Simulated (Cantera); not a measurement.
Charge: 1 mol MgO, 2.1 mol SO2, 1.3 mol CO2, 0.1 mol H2S, equilibrated at 13300 Pa.

Method: chemical equilibrium by Gibbs-energy minimisation in Cantera with the NASA 1993 tables (ideal gas, pure condensed phases). Candidate condensed phases: C, C6H6, C7H8, C8H18, H2O, H2SO4, Mg, MgCO3, MgO, Mg(OH)2, MgS, MgSO4, S; 130 gas species. Gases not in the tables: S3 to S7. The numbers say what is thermodynamically allowed, not how fast it happens.

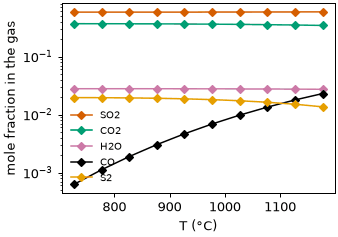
Equilibrium gas composition (values under 1e-9 drawn at 1e-9)

### Question
Read off the mole fractions at 1127 °C.

### Answer
SO2 about 0.59, CO2 about 0.35, H2O about 0.027, CO about 0.018, S2 about 0.015.
